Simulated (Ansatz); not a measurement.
## Nudged elastic band of CH5OSi

System: CH5OSi, multiplicity 2, SMILES OC[SiH2].
Method: UKS B3LYP/def2-SVP (Ansatz 0.2.0).

It belongs to a series of runs on one base structure; here: band between the two ends.

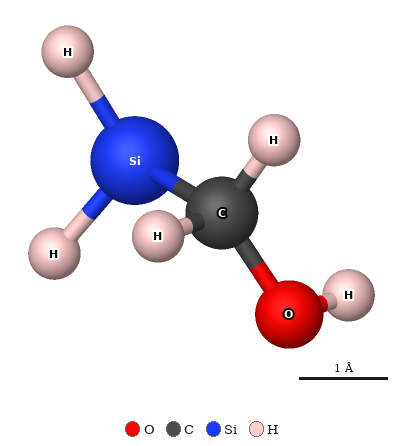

The input geometry (ball-and-stick view, seen at a tilt). Bond lengths as drawn: C–H 1.11 Å, C–O 1.42 Å, C–Si 1.92 Å, H–O 0.97 Å and H–Si 1.50 Å.

**The input**
```yaml
crystal:
  periodic: [false, false, false]
  atoms:
    - { symbol: O, position_ang: [-0.809533, 1.020479, -1.053142] }
    - { symbol: C, position_ang: [-0.299392, 0.572927, 0.191508] }
    - { symbol: Si, position_ang: [0.534535, -1.154127, 0.109086] }
    - { symbol: H, position_ang: [-1.525566, 0.428138, -1.317936] }
    - { symbol: H, position_ang: [-1.058629, 0.591967, 1.000399] }
    - { symbol: H, position_ang: [0.478574, 1.298408, 0.492673] }
    - { symbol: H, position_ang: [1.023718, -1.586743, 1.457331] }
    - { symbol: H, position_ang: [1.656304, -1.171048, -0.879918] }
magnetization:
  spin_polarized: true
  initial_magnetization: 1
basis:
  gaussian: { orbitals: def2-SVP }
hamiltonian:
  xc: b3lyp
neb:
  order_check: false
  images: 7
  f_tol: 0.05
  max_iterations: 60
  final_atoms:
    - { symbol: O, position_ang: [-0.70338527, 1.14363506, -1.00178479] }
    - { symbol: C, position_ang: [-0.27584726, 0.62329505, 0.24422485] }
    - { symbol: Si, position_ang: [1.08397386, -0.72437182, 0.09083198] }
    - { symbol: H, position_ang: [-1.0779509, 0.42014901, -1.52139422] }
    - { symbol: H, position_ang: [-1.1187366, 0.20689343, 0.8403257] }
    - { symbol: H, position_ang: [0.11247322, 1.47150226, 0.83215016] }
    - { symbol: H, position_ang: [1.34999321, -1.3818624, 1.41253439] }
    - { symbol: H, position_ang: [0.62949074, -1.75923959, -0.89688707] }
  initial_path:
    images:
      - { positions_ang: [[-0.809533, 1.020479, -1.053142], [-0.299392, 0.572927, 0.191508], [0.534535, -1.154127, 0.109086], [-1.525566, 0.428138, -1.317936], [-1.058629, 0.591967, 1.000399], [0.478574, 1.298408, 0.492673], [1.023718, -1.586743, 1.457331], [1.656304, -1.171048, -0.879918]] }
      - { positions_ang: [[-0.79132942, 1.00882228, -1.04696151], [-0.28856803, 0.58382405, 0.20886625], [0.6014396, -1.10892446, 0.13170802], [-1.47648609, 0.39147289, -1.32304066], [-1.06605094, 0.58136458, 0.99367613], [0.44903088, 1.3398865, 0.51285349], [0.99528267, -1.60388997, 1.46367796], [1.57669233, -1.19255487, -0.94077867]] }
      - { positions_ang: [[-0.77312584, 0.99716557, -1.04078103], [-0.27774406, 0.5947211, 0.2262245], [0.66834419, -1.06372192, 0.15433004], [-1.42740618, 0.35480778, -1.32814533], [-1.07347288, 0.57076217, 0.98695325], [0.41948776, 1.381365, 0.53303398], [0.96684734, -1.62103694, 1.47002491], [1.49708066, -1.21406174, -1.00163933]] }
      - { positions_ang: [[-0.75492225, 0.98550885, -1.03460054], [-0.26692008, 0.60561815, 0.24358274], [0.73524879, -1.01851939, 0.17695206], [-1.37832627, 0.31814266, -1.33324999], [-1.08089481, 0.56015975, 0.98023038], [0.38994464, 1.42284349, 0.55321447], [0.93841201, -1.63818392, 1.47637187], [1.41746899, -1.23556861, -1.0625]] }
      - { positions_ang: [[-0.73671867, 0.97385214, -1.02842005], [-0.25609611, 0.6165152, 0.26094099], [0.80215338, -0.97331685, 0.19957408], [-1.32924636, 0.28147755, -1.33835466], [-1.08831675, 0.54955733, 0.97350751], [0.36040151, 1.46432199, 0.57339496], [0.90997668, -1.65533089, 1.48271883], [1.33785732, -1.25707548, -1.12336066]] }
      - { positions_ang: [[-0.72838532, 1.01629787, -1.02176124], [-0.2610339, 0.61821017, 0.25676196], [0.8726085, -0.91108059, 0.17238856], [-1.2664225, 0.31614542, -1.38411455], [-1.09592171, 0.46389136, 0.94021205], [0.29841944, 1.46611706, 0.63808376], [1.01998081, -1.58696377, 1.46517272], [1.16076567, -1.38261651, -1.06674226]] }
      - { positions_ang: [[-0.72005197, 1.0587436, -1.01510242], [-0.26597169, 0.61990513, 0.25258292], [0.94306362, -0.84884433, 0.14520303], [-1.20359863, 0.35081328, -1.42987444], [-1.10352667, 0.37822538, 0.9069166], [0.23643737, 1.46791212, 0.70277256], [1.12998495, -1.51859664, 1.44762661], [0.98367403, -1.50815753, -1.01012387]] }
      - { positions_ang: [[-0.71171862, 1.10118933, -1.0084436], [-0.27090948, 0.62160009, 0.24840389], [1.01351874, -0.78660808, 0.11801751], [-1.14077477, 0.38548114, -1.47563433], [-1.11113164, 0.2925594, 0.87362115], [0.17445529, 1.46970719, 0.76746136], [1.23998908, -1.45022952, 1.4300805], [0.80658238, -1.63369856, -0.95350547]] }
      - { positions_ang: [[-0.70338527, 1.14363506, -1.00178479], [-0.27584726, 0.62329505, 0.24422485], [1.08397386, -0.72437182, 0.09083198], [-1.0779509, 0.42014901, -1.52139422], [-1.1187366, 0.20689343, 0.8403257], [0.11247322, 1.47150226, 0.83215016], [1.34999321, -1.3818624, 1.41253439], [0.62949074, -1.75923959, -0.89688707]] }
```

Run on 1 thread of Arm Neoverse V1, 24 GiB of memory available, shared host.

Command:
```bash
ansatz run input.yaml --threads 1 --pin off --max-ram 2048MiB --backend cpu --events-out ev --progress --plain --runs-dir out
```

**Log**
```
Engine: ansatz 0.2.0, aarch64-unknown-linux-gnu
Functional definition: B3LYP
  parameter a0 = 0.2
  parameter ax = 0.72
  parameter ac = 0.81
  exchange = (1 - a0 - ax)*slater_x + ax*b88_x + a0*exact_x
  correlation = (1 - ac)*vwn_rpa_c + ac*lyp_c
753 factors; integrals over basis functions are off by at most 3.8e-4 eV
mean field evaluation 1: about -11032.3157 eV, gradient 3.2e1 eV
mean field evaluation 2: about -11012.6686 eV, gradient 6.7e1 eV
mean field evaluation 4: about -11036.7060 eV, gradient 4.4e0 eV
mean field evaluation 8: about -11036.8395 eV, gradient 2.4e-1 eV
mean field evaluation 16: about -11036.8399 eV, gradient 1.1e-4 eV
mean field -11036.83991345 eV, -405.5963857803 hartree, gradient 2.1e-5 eV, S^2 0.751513; 0 other end points of the search recorded, 0 dependent functions left out
the calculation of the forces begins
reference -11036.84012775 eV, -405.5963936558 hartree; 17, 16 occupied and 54, 55 virtual orbitals, 753 factors
753 factors; integrals over basis functions are off by at most 5.4e-4 eV
mean field evaluation 32: about -11036.8424 eV, gradient 1.1e-4 eV
mean field -11036.84236453 eV, -405.5964758562 hartree, gradient 3.1e-5 eV, S^2 0.751432; 0 other end points of the search recorded, 0 dependent functions left out
[... from here on the field's lines of each further geometry are left out, up to the last ...]
NEB iter   1: max|band force component| = 3.430e0 eV/Å  barrier→ = 0.5081 eV  barrier← = 0.5105 eV  Δτ_max = 0.2000 Å  (241 SCF iters)
NEB iter   2: max|band force component| = 1.289e0 eV/Å  barrier→ = 0.2935 eV  barrier← = 0.2960 eV  Δτ_max = 0.1871 Å  (202 SCF iters)
NEB iter   3: max|band force component| = 3.786e-1 eV/Å  barrier→ = 0.2798 eV  barrier← = 0.2822 eV  CI = image 3  Δτ_max = 0.1254 Å  (198 SCF iters)
NEB iter   4: max|band force component| = 2.533e-1 eV/Å  barrier→ = 0.2874 eV  barrier← = 0.2899 eV  CI = image 3  Δτ_max = 0.0399 Å  (193 SCF iters)
NEB iter   5: max|band force component| = 1.443e-1 eV/Å  barrier→ = 0.2801 eV  barrier← = 0.2826 eV  CI = image 3  Δτ_max = 0.1991 Å  (184 SCF iters)
NEB iter   6: max|band force component| = 1.902e-1 eV/Å  barrier→ = 0.2669 eV  barrier← = 0.2693 eV  CI = image 3  Δτ_max = 0.1001 Å  (198 SCF iters)
NEB iter   7: max|band force component| = 1.313e-1 eV/Å  barrier→ = 0.2603 eV  barrier← = 0.2627 eV  CI = image 3  Δτ_max = 0.1000 Å  (185 SCF iters)
NEB iter   8: max|band force component| = 1.497e-1 eV/Å  barrier→ = 0.2546 eV  barrier← = 0.2570 eV  CI = image 3  Δτ_max = 0.0500 Å  (182 SCF iters)
NEB iter   9: max|band force component| = 1.178e-1 eV/Å  barrier→ = 0.2521 eV  barrier← = 0.2545 eV  CI = image 3  Δτ_max = 0.0500 Å  (182 SCF iters)
NEB iter  10: max|band force component| = 9.701e-2 eV/Å  barrier→ = 0.2500 eV  barrier← = 0.2524 eV  CI = image 3  Δτ_max = 0.1001 Å  (181 SCF iters)
NEB iter  11: max|band force component| = 6.039e-2 eV/Å  barrier→ = 0.2472 eV  barrier← = 0.2496 eV  CI = image 3  Δτ_max = 0.1998 Å  (181 SCF iters)
NEB iter  12: max|band force component| = 6.742e-2 eV/Å  barrier→ = 0.2465 eV  barrier← = 0.2490 eV  CI = image 3  Δτ_max = 0.0997 Å  (189 SCF iters)
NEB iter  13: max|band force component| = 6.824e-2 eV/Å  barrier→ = 0.2465 eV  barrier← = 0.2489 eV  CI = image 3  Δτ_max = 0.0136 Å  (178 SCF iters)
the calculation of the forces begins
reference -11036.82047887 eV, -405.5956715727 hartree; 17, 16 occupied and 54, 55 virtual orbitals, 753 factors
753 factors; integrals over basis functions are off by at most 4.1e-4 eV
mean field -11036.59341892 eV, -405.5873272736 hartree, gradient 3.6e-5 eV, S^2 0.754916; 1 other end points of the search recorded, 0 dependent functions left out
the calculation of the forces begins
reference -11036.59363219 eV, -405.5873351110 hartree; 17, 16 occupied and 54, 55 virtual orbitals, 753 factors
NEB iter  14: max|band force component| = 2.387e-2 eV/Å  barrier→ = 0.2465 eV  barrier← = 0.2489 eV  CI = image 3  Δτ_max = 0.0000 Å  (358 SCF iters)
```

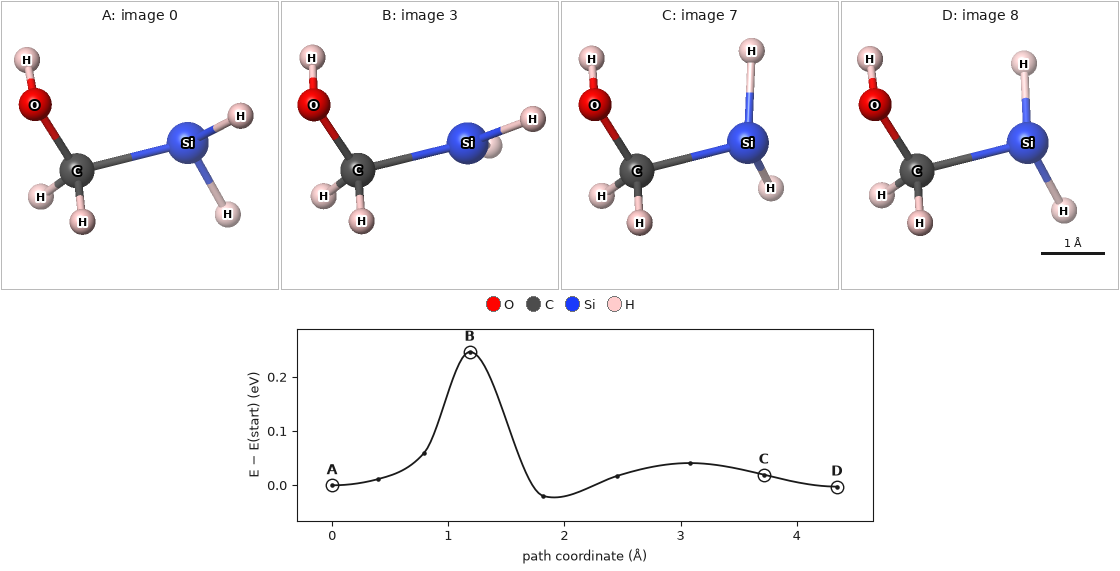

Images of the last band (counted from 0; ball-and-stick, seen at a tilt) above the energy along the path; the line is a cubic interpolation that uses the forces. The highest image is number 3, 0.246 eV above the start and 0.249 eV above the end (the climbing image); the end lies 0.002 eV below the start. The path is 4.35 Å long. The band converged in 14 iterations.

```
Total energy: -11036.59363219 eV, -405.5873351110 hartree
Atom 0 at    -0.985882     0.930231    -0.995716 Å, force     0.000523     0.000317    -0.001611 eV/Å
Atom 1 at    -0.236023     0.691507     0.185002 Å, force    -0.000912     0.000814     0.000964 eV/Å
Atom 2 at     0.796070    -0.914298     0.190807 Å, force     0.000342    -0.002292    -0.000869 eV/Å
Atom 3 at    -1.556819     0.165614    -1.151011 Å, force    -0.000202    -0.000233     0.001119 eV/Å
Atom 4 at    -0.864830     0.686025     1.100114 Å, force     0.000247    -0.000051    -0.000452 eV/Å
Atom 5 at     0.444697     1.552145     0.291296 Å, force     0.000120     0.000002     0.000366 eV/Å
Atom 6 at     0.518922    -1.990270     1.171361 Å, force    -0.000253     0.000424     0.000647 eV/Å
Atom 7 at     1.883875    -1.120952    -0.791852 Å, force     0.000135     0.001020    -0.000164 eV/Å
Dipole moment:    -0.084645    -0.158787     0.170335 e Å
this run last wrote the band of iteration 14 to [file]
```

**The last band as extended XYZ (Å, eV, eV/Å)**
```
8
Properties=species:S:1:pos:R:3:forces:R:3 image=0 energy=-11036.83991
O    -0.8095    1.0205   -1.0531    0.0060   0.0082  -0.0042
C    -0.2994    0.5729    0.1915   -0.0108  -0.0075  -0.0030
Si    0.5345   -1.1541    0.1091    0.0060   0.0093   0.0006
H    -1.5256    0.4281   -1.3179   -0.0003  -0.0036   0.0051
H    -1.0586    0.5920    1.0004   -0.0005   0.0018   0.0035
H     0.4786    1.2984    0.4927    0.0001  -0.0012  -0.0011
H     1.0237   -1.5867    1.4573   -0.0009  -0.0028   0.0012
H     1.6563   -1.1710   -0.8799    0.0005  -0.0043  -0.0021
8
Properties=species:S:1:pos:R:3:forces:R:3 image=1 energy=-11036.82850
O    -0.9045    1.0061   -1.0338    0.0112   0.0063  -0.0064
C    -0.2750    0.5994    0.1710   -0.0049  -0.0105   0.0039
Si    0.5659   -1.1225    0.0531   -0.0076  -0.0091  -0.0006
H    -1.5872    0.3561   -1.2476   -0.0023   0.0189  -0.0093
H    -0.9608    0.6209    1.0433   -0.0137  -0.0081  -0.0074
H     0.5078    1.3500    0.3829    0.0013  -0.0170   0.0133
H     0.8384   -1.7170    1.3991    0.0298   0.0237   0.0165
H     1.8154   -1.0929   -0.7681   -0.0138  -0.0043  -0.0101
8
Properties=species:S:1:pos:R:3:forces:R:3 image=2 energy=-11036.78041
O    -0.9822    0.9697   -0.9975    0.0043   0.0306   0.0055
C    -0.2463    0.6533    0.1778   -0.0123  -0.0279  -0.0064
Si    0.6152   -1.0553    0.0281   -0.1369  -0.1141  -0.1343
H    -1.5771    0.2290   -1.1792   -0.0178   0.0538  -0.0214
H    -0.8771    0.6673    1.0912   -0.0094  -0.0158  -0.0034
H     0.4929    1.4633    0.3059    0.0400  -0.0720   0.0157
H     0.6589   -1.8706    1.2774    0.1074   0.0929   0.0811
H     1.9158   -1.0566   -0.7038    0.0246   0.0525   0.0632
8
Properties=species:S:1:pos:R:3:forces:R:3 image=3 energy=-11036.59342
O    -0.9859    0.9302   -0.9957    0.0005   0.0003  -0.0016
C    -0.2360    0.6915    0.1850   -0.0009   0.0008   0.0010
Si    0.7961   -0.9143    0.1908    0.0003  -0.0023  -0.0009
H    -1.5568    0.1656   -1.1510   -0.0002  -0.0002   0.0011
H    -0.8648    0.6860    1.1001    0.0002  -0.0001  -0.0005
H     0.4447    1.5521    0.2913    0.0001   0.0000   0.0004
H     0.5189   -1.9903    1.1714   -0.0003   0.0004   0.0006
H     1.8839   -1.1210   -0.7919    0.0001   0.0010  -0.0002
8
Properties=species:S:1:pos:R:3:forces:R:3 image=4 energy=-11036.85965
O    -0.9113    0.7512   -0.9988    0.0437  -0.0526   0.0006
C    -0.1867    0.7122    0.2239   -0.0106   0.0264  -0.0050
Si    0.9964   -0.7899    0.4214    0.0449   0.0304   0.0496
H    -1.5390    0.0170   -1.0164    0.0158  -0.0399   0.0467
H    -0.8496    0.7654    1.1116    0.0042   0.0189  -0.0014
H     0.4269    1.6270    0.2473   -0.0065   0.0262  -0.0027
H     0.2709   -2.0347    0.8286   -0.0589  -0.0158  -0.0770
H     1.7925   -1.0482   -0.8175   -0.0325   0.0063  -0.0108
8
Properties=species:S:1:pos:R:3:forces:R:3 image=5 energy=-11036.82280
O    -0.8582    0.8243   -0.9935    0.0096  -0.0032  -0.0099
C    -0.1988    0.7170    0.2575   -0.0077   0.0026  -0.0008
Si    1.0501   -0.7493    0.3565   -0.0127   0.0045  -0.0090
H    -1.3364    0.0035   -1.1695   -0.0146  -0.0181   0.0389
H    -0.9074    0.6300    1.1081    0.0061   0.0169   0.0056
H     0.3378    1.6675    0.4065    0.0046   0.0066  -0.0122
H     0.4555   -1.9331    1.0583   -0.0255  -0.0216  -0.0215
H     1.4574   -1.1600   -1.0239    0.0403   0.0123   0.0090
8
Properties=species:S:1:pos:R:3:forces:R:3 image=6 energy=-11036.79885
O    -0.8099    0.9287   -1.0073    0.0062   0.0023  -0.0028
C    -0.2231    0.6982    0.2596   -0.0021  -0.0003   0.0006
Si    1.0844   -0.7266    0.2715   -0.0065  -0.0043  -0.0104
H    -1.2284    0.1111   -1.3073   -0.0010  -0.0019   0.0069
H    -0.9763    0.4821    1.0483   -0.0008   0.0002  -0.0006
H     0.2571    1.6445    0.5571   -0.0014   0.0007   0.0024
H     0.7418   -1.7934    1.2694   -0.0001   0.0025   0.0070
H     1.1545   -1.3446   -1.0914    0.0056   0.0009  -0.0033
8
Properties=species:S:1:pos:R:3:forces:R:3 image=7 energy=-11036.82027
O    -0.7546    1.0320   -1.0125    0.0086   0.0084  -0.0005
C    -0.2485    0.6660    0.2567   -0.0047  -0.0069   0.0009
Si    1.0971   -0.7137    0.1785    0.0084   0.0050  -0.0118
H    -1.1395    0.2462   -1.4230    0.0075   0.0122  -0.0094
H    -1.0479    0.3370    0.9573   -0.0084  -0.0105  -0.0081
H     0.1793    1.5788    0.7033   -0.0053  -0.0069   0.0137
H     1.0495   -1.6015    1.3876    0.0198   0.0170   0.0083
H     0.8646   -1.5448   -1.0480   -0.0259  -0.0183   0.0070
8
Properties=species:S:1:pos:R:3:forces:R:3 image=8 energy=-11036.84237
O    -0.7034    1.1436   -1.0018   -0.0003   0.0029   0.0021
C    -0.2758    0.6233    0.2442   -0.0026   0.0059  -0.0097
Si    1.0840   -0.7244    0.0908    0.0009  -0.0059   0.0045
H    -1.0780    0.4201   -1.5214    0.0012  -0.0019   0.0025
H    -1.1187    0.2069    0.8403    0.0007  -0.0021   0.0019
H     0.1125    1.4715    0.8321    0.0005  -0.0031   0.0012
H     1.3500   -1.3819    1.4125   -0.0008   0.0029  -0.0033
H     0.6295   -1.7592   -0.8969    0.0005   0.0014   0.0008
```

**Key numbers**

```csv
quantity,value
outcome,converged
"barrier, forward",0.246 eV
"barrier, backward",0.249 eV
wall time,5.1 min
peak memory,0.17 GiB
```

**Notes**

The order of the saddle point was not checked.
